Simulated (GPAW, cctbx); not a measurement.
# Bonding in Na2NiSnS4 as X-rays see it

Aim: compute the bonding part of the density of Na2NiSnS4, find which reflections carry it, and see how it biases an ordinary refinement.

The cell comes from substitution in a known structure type and wasn't matched to any measured phase. All numbers below are calculated.

## 1. Find the equilibrium geometry

The density hangs on the geometry, so cell and atoms are relaxed first, with the symmetry held. The cutoff is set higher than for the density because stress converges slowly with plane waves.

Settings: GPAW 26.7.0, PBE, 570 eV, 3×3×3 k-points, Fermi–Dirac width 0.05 eV, spin-polarised, BFGS to 0.03 eV/Å.

```text
cell
1.0
     5.081000000    0.000000000    0.000000000
     0.000000000    5.081000000    0.000000000
    -2.540500000   -2.540500000    5.645500000
Sn Ni S Na
1 1 4 2
Direct
0.000000000 0.000000000 0.000000000
0.250000000 0.750000000 0.500000000
0.227000000 0.227000000 0.454000000
0.996000000 0.496000000 0.992000000
0.773000000 0.773000000 0.546000000
0.504000000 0.004000000 0.008000000
0.500000000 0.500000000 0.000000000
0.750000000 0.250000000 0.500000000
```

```console
$ OMP_NUM_THREADS=1 mpirun -n 4 gpaw python run.py > gpaw.log
```

```text
BFGS:    0      -33.480811        1.143731
BFGS:    1      -33.548138        1.151383
BFGS:    2      -34.118000        1.184486
BFGS:    3      -34.587385        1.069005
...
BFGS:   20      -35.057472        0.053596
BFGS:   21      -35.057997        0.031578
BFGS:   22      -35.058041        0.005057
cell  5.3578 5.3578 6.6283  113.84 113.84 90.00
volume 156.130 A^3, largest force 0.003 eV/A, largest stress 0.04 GPa
```

After 22 steps the volume has changed by +7.1 % and the energy by -1.577 eV; the largest stress left is 0.04 GPa. It took 7.9 min on 4 cores of Arm Neoverse V2 (shared host), peak memory 1.9 GiB.

Relaxed structure: I-4m2 (no. 119), a = 5.3578 Å, b = 5.3578 Å, c = 10.8778 Å, α = 90.00°, β = 90.00°, γ = 90.00°.

| atom | mult. | x | y | z |
| --- | --- | --- | --- | --- |
| Sn1 | 2 | 0 | 0 | 0 |
| Ni1 | 2 | 1/2 | 0 | 1/4 |
| S1 | 4 | 0 | 0 | 0.2314 |
| S2 | 4 | 1/2 | 0 | 0.0440 |
| Na1 | 2 | 1/2 | 1/2 | 0 |
| Na2 | 2 | 0 | 1/2 | 1/4 |

## 2. The all-electron density

X-rays see the whole electron density, so the PAW density is rebuilt with its core regions. Subtracting spherical free atoms from the same code cancels the cores and leaves the deformation density Δρ, the part due to bonding.

Settings: PBE, 450 eV, 4×4×4 k-points, Fermi–Dirac width 0.05 eV, spin-polarised; primitive cell of 8 atoms.

```console
$ OMP_NUM_THREADS=1 mpirun -n 4 gpaw python run.py > gpaw.log
```

```text
|iter:   1|       0s |  -36.221741 | +0.09 |       |  +1.5024|
|iter:   2|       3s |  -35.609085 | -1.21 | -1.09 |  +1.4598|
|iter:   3|       5s |  -34.932057 | -1.74 | -1.16 |  +1.3414|
...
|iter:  11|      28s |  -34.886699c| -6.11 | -3.70 |  +0.8185|
|iter:  12|      31s |  -34.886669c| -6.68 | -4.08c|  +0.8152|
|iter:  13|      34s |  -34.886662c| -7.51c| -4.49c|  +0.8140|
```

```text
gpts.py:43: UserWarning: Initial realspace grid (27,27,35) inconsistent with symmetries.
gpts.py:43: UserWarning: Initial realspace grid (27,27,35) inconsistent with symmetries.
gpts.py:43: UserWarning: Initial realspace grid (27,27,35) inconsistent with symmetries.
gpts.py:43: UserWarning: Initial realspace grid (27,27,35) inconsistent with symmetries.
gpts.py:70: UserWarning: Using symmetrized grid: (35,35,35).
gpts.py:70: UserWarning: Using symmetrized grid: (35,35,35).
gpts.py:70: UserWarning: Using symmetrized grid: (35,35,35).
gpts.py:70: UserWarning: Using symmetrized grid: (35,35,35).
grid (70, 70, 70)  electrons 164.000  moved by bonding 1.671 e
deformation density beyond 0.5 A of the nuclei: max 0.471, min -0.601 e/A^3
atom        x       y       z   Voronoi charge  moment
Sn1    0.0000  0.0000  0.0000      0.428       0.01
Ni2    0.7500  0.2500  0.5000      0.024       0.56
S 3    0.2313  0.2313  0.4627     -0.206       0.06
S 4    0.5440  0.0440  0.0879     -0.227       0.00
S 5    0.7687  0.7687  0.5373     -0.206       0.06
S 6    0.9560  0.4560  0.9121     -0.227       0.00
Na7    0.5000  0.5000  0.0000      0.195       0.00
Na8    0.2500  0.7500  0.5000      0.219      -0.00
mean inner potential of superposed free atoms 14.520 V
total magnetic moment 0.814 muB
```

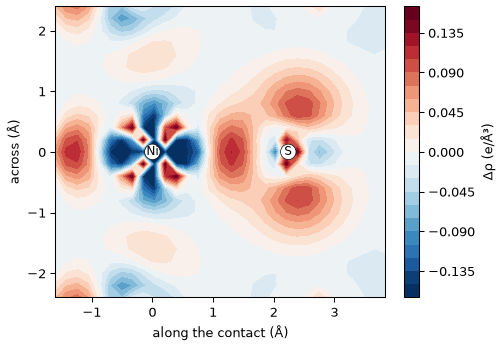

Deformation density in a plane through the shortest contact of the Ni atom at the origin; red gains electrons, blue loses them.

S gains most (-0.22 e) and Sn loses most (+0.43 e), in averages over each element's sites; S is the most electronegative element, but the order of the others doesn't follow electronegativity. Such charges fall far short of formal ones, since overlapping free atoms already put density on their neighbours. Along the shortest contact from the Ni atom at the map's origin, Ni–S at 2.24 Å, Δρ is +0.10 e/Å³ at the midpoint and highest, +0.12, 1.33 Å from Ni (points within 0.5 Å of a nucleus left out): a bond charge, the mark of covalency, pulled towards S. At the midpoints of other shortest contacts it is +0.09 (Sn–S, 2.52 Å), +0.04 (S–Na, 2.69 Å) and -0.01 (S–S, 3.37 Å) e/Å³. Point values carry grid noise of about 0.01 e/Å³. The cell's moment is 0.81 μB; the largest inside an atomic sphere is 0.56 μB. The run needed 13 iterations, 45 s.

## 3. Structure factors

The Fourier components of Δρ, added to those of the free atoms, give the static X-ray structure factors; the Mott–Bethe relation turns them into the Fourier components V of the potential that fast electrons feel.

```text
static structure factors of the conventional cell: F in electrons, V (Mott-Bethe) in volts
   h  k  l      d  |F| table  |F| free   |F| DFT   change   |V| free  |V| DFT  change %
   0  0  2  5.4389    34.468    34.434    33.890   -0.544     0.780    1.016     30.3
   1  0  1  4.8064    92.432    92.460    92.481    0.022     2.485    2.473     -0.5
   1  1  0  3.7885    39.564    39.579    39.115   -0.464     0.932    1.029     10.5
   1  1  2  3.1087    78.601    78.419    77.423   -0.996     0.688    0.829     20.5
   1  0  3  3.0029    50.797    50.836    50.324   -0.512     1.144    1.160      1.4
   0  0  4  2.7195   224.229   224.120   225.353    1.233     6.701    6.567     -2.0
   2  0  0  2.6789   253.354   253.281   254.001    0.720     7.871    7.795     -1.0
   2  0  2  2.4032    30.647    30.808    30.609   -0.199     0.460    0.477      3.8
   2  1  1  2.3400    78.058    78.070    78.531    0.461     1.752    1.713     -2.2
   1  1  4  2.2092    53.635    53.869    53.509   -0.360     1.324    1.349      1.9
   1  0  5  2.0157   104.408   104.430   104.339   -0.091     2.681    2.686      0.2
   2  1  3  1.9990    46.141    46.183    46.148   -0.035     0.796    0.810      1.8
   2  0  4  1.9084   195.357   195.013   194.837   -0.176     4.856    4.866      0.2
   2  2  0  1.8943   220.121   219.821   219.479   -0.342     5.698    5.716      0.3
```

The largest X-ray change is +1.23 e on 004, 0.6 % of |F|. For electrons V goes as (Z − F)/g², so a change of F counts against Z − F, which is small at low angle and wherever the atoms' terms cancel: |V| of 002 moves by +30.3 % (0.78 to 1.02 V) against -1.6 % in |F|. The tabulated Hartree–Fock atoms differ from the free DFT atoms by up to 0.34 e, so the choice of reference atom matters too.

## 4. Which functional?

The same geometry is run with other functionals, to see whether the bonding signal is larger than the spread between approximations. Free atoms are LDA for LDA and PBE otherwise. Any other changed setting is in the row's label.

```
 run  ΔF 004 (e)  ΔF 112 (e)  ΔF 200 (e)  q(S) (e)  moved (e)  time
 PBE      +1.233      -0.996      +0.720    -0.216      1.671  45 s
 LDA      +1.117      -0.850      +0.607    -0.190      1.547  45 s
RPBE      +1.313      -1.071      +0.784    -0.236      1.793  46 s
```

At the base's settings ΔF(004) spans +1.117 to +1.313 e, a spread of 16 % of the PBE value; over the three listed reflections the spread is at most 25 %, so sign and size hold across the functionals. The magnetic state differs between the runs (cell moments PBE 0.81, LDA 0.68, RPBE 0.86 μB), and that enters the spread. Times are from shared hosts.

## 5. Refining ordinary atoms against data with bonding

Routine crystallography fits spherical atoms. To see the bias, intensities are simulated from tabulated atoms plus the DFT change ΔF, so that bonding alone can misfit (5220 reflections of the full sphere, merged to the counts below, to 0.5 Å, 1.5 % proportional noise plus counting noise, assumed isotropic U as listed, Δρ smeared by the mean U) and refined with cctbx over different ranges.

```csv
range,data,R1,GooF,U Sn1 (true 0.0047),U Ni1 (true 0.0059),U S1 (true 0.007),U S2 (true 0.007),largest shift (Å),"Δρ max, min (e/Å³)"
all data,750,0.0055,1.05,0.0047,0.0059,0.0070,0.0070,0.0003,"0.20, -0.29"
"low resolution, d > 0.84",171,0.0046,1.14,0.0047,0.0060,0.0069,0.0071,0.0004,"0.12, -0.11"
"high order, d < 0.75",512,0.0062,1.03,0.0047,0.0059,0.0070,0.0070,0.0005,"0.14, -0.24"
"occupancies free, d > 0.7",290,0.0046,1.05,0.0047,0.0061,0.0070,0.0069,0.0000,"0.15, -0.12"
```

With all data GooF is 1.05, so at this noise the bonding hardly shows; the top residual peak, near noise level, lies 0.43 Å from Ni and 1.96 Å from S. No U is off by more than 3 s.u. at low resolution. With Sn1 held at 1 and the scale free, the other occupancies refine to Ni1 1.002(0.004), S1 1.003(0.002), S2 0.998(0.003) and Na1 0.996(0.005), within three s.u. of full.

## 6. Answer

Bonding moves 1.67 e in the primitive cell of Na2NiSnS4 and changes the structure factors of the conventional cell in the table above by at most 1.23 e (004, 0.6 %), and among reflections above 2 % of the strongest by up to 1.6 % (002). The shortest bond, Ni–S, has Δρ = +0.10 e/Å³ at its midpoint, a covalent bond charge. At the base's settings ΔF(004) spans +1.117 to +1.313 e, a spread of 16 % of the PBE value; over the three listed reflections the spread is at most 25 %, so sign and size hold across the functionals. With all data GooF is 1.05, so at this noise the bonding hardly shows. Limits: static density, frozen cores, no spin–orbit coupling; a ferromagnetic start is the only order tried, and the real ground state may be antiferromagnetic or insulating; no Hubbard U on Ni.

[Outputs are excerpts: Python notices, other lines and further rows are left out; steps that failed or that the build refused (PBEsol, TPSS) are not shown.]

[Logs are printed without paths, hosts, clocks, repeated set-up lines and the standing remarks that a program may print on its own settings, such as how far it seeks lower states.]
